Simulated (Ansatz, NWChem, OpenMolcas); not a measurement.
**How methods differ on SiHF3 (SMILES F[SiH](F)F)**

SiHF3 has 5 atoms, charge 0, and is taken as a singlet. As SMILES, `F[SiH](F)F`. The coordinates come from a PBE0-D4/def2-TZVP relaxation.

```xyz
5

F    -0.4471   -0.0822    1.4913
Si    0.0407    0.0017   -0.0018
F    -0.5971    1.2814   -0.6572
F    -0.4959   -1.2633   -0.7672
H     1.4994    0.0624   -0.0651
```

Quantity: the energy change with the Si2–F4 bond stretched from 1.573 to 3.460 Å, in eV. The values are calculated.

| level | kind | program | value (eV) | CPU time (all runs) |
| --- | --- | --- | --- | --- |
| BLYP/def2-SVPD (restricted) | GGA | OpenMolcas | 5.48 | 68 s |
| revPBE/def2-SVPD (restricted) | GGA | OpenMolcas | 5.49 | 82 s |
| TPSS/def2-SVPD (restricted) | meta-GGA | OpenMolcas | 5.89 | 94 s |
| B3LYP/def2-SVPD (restricted) | global hybrid | NWChem | 6.24 | 41 s |
| B2PLYP/def2-SVPD (restricted) | double hybrid | Ansatz | 6.25 | 19 s |
| PBE-QIDH/def2-SVPD (restricted) | double hybrid | Ansatz | 6.91 | 16 s |
| RPA@PBE/def2-SVPD (restricted) | RPA | Ansatz | 5.43 | 23 s |
| BCCD(T)/def2-SVPD (restricted) | coupled cluster or CI | Ansatz | 6.40 | 83 s |

The first shape isn't each level's own minimum. The values span 5.43 to 6.91 eV. Times are those of the runs behind each value, whatever else they computed, on shared processors of several kinds: orders of magnitude only.

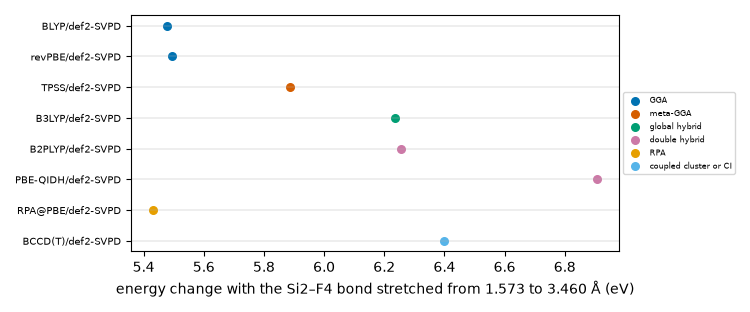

The values of the table, level by level.
